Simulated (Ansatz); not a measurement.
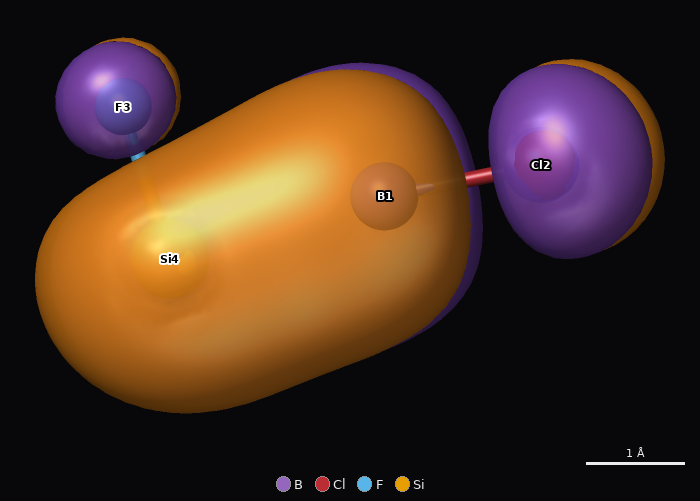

BClFSi (charge +1). The LUMO at ±0.06 Å⁻³ᐟ² (orange and purple are the two phases), seen across its widest extent.

Geometry: PBE-D3(BJ)/def2-SVP.

The calculation used isolated molecule in a Gaussian basis; Kohn-Sham density functional theory, functional PBE0 in Ansatz 0.2.0.

```json
{"atom": "B", "x (Å)": "-0.7109", "y (Å)": "-0.2827", "z (Å)": "0.2110"}
{"atom": "Cl", "x (Å)": "-2.1753", "y (Å)": "-0.1796", "z (Å)": "0.9451"}
{"atom": "F", "x (Å)": "1.1953", "y (Å)": "-1.7856", "z (Å)": "-1.2526"}
{"atom": "Si", "x (Å)": "1.3730", "y (Å)": "-0.2433", "z (Å)": "-0.7647"}
```

Question: Describe this orbital and give its energy.

Answer: By Hirshfeld shares it lies mainly on Si4 (about 45 %), B1 (about 40 %) and Cl2 (about 15 %); it changes sign across the molecular plane (π type); π-antibonding (a node) across B1–Cl2. Its energy is −9.14 eV.
